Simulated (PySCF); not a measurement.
SMILES C[SiH2][Si](F)(F)F (CH5F3Si2), GFN2-xTB optimised geometry. Atoms within 1.6 Å of the plane z = 1.5 Å (x, y, z in Å): C1 (1.29, 0.81, 1.23), Si2 (0.64, -0.48, 0.00), Si3 (-1.64, -0.48, 0.00), F4 (-2.36, -1.20, 1.22), F6 (-2.37, 0.94, 0.00), H7 (0.94, 1.81, 0.98), H8 (2.37, 0.84, 1.24), H9 (0.96, 0.59, 2.25), H11 (1.14, -1.81, 0.37).

Computed with B3LYP/def2-TZVP run with PySCF. Cells within 0.4 Å of a nucleus heavier than hydrogen are left out (blank, or x).

Map of the HOMO−1 amplitude (bohr^(-3/2)) on the plane z = 1.5 Å; orbital energy -9.76 eV, overall sign arbitrary:

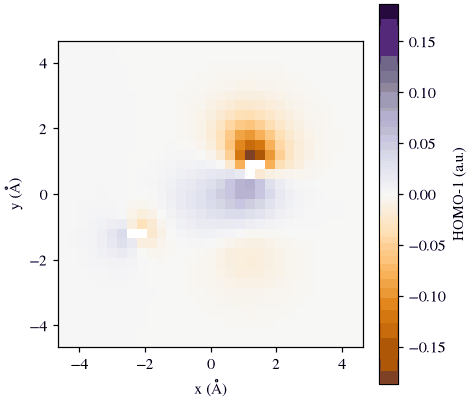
Figure. HOMO−1 amplitude (bohr^(-3/2)) on the plane z = 1.5 Å.
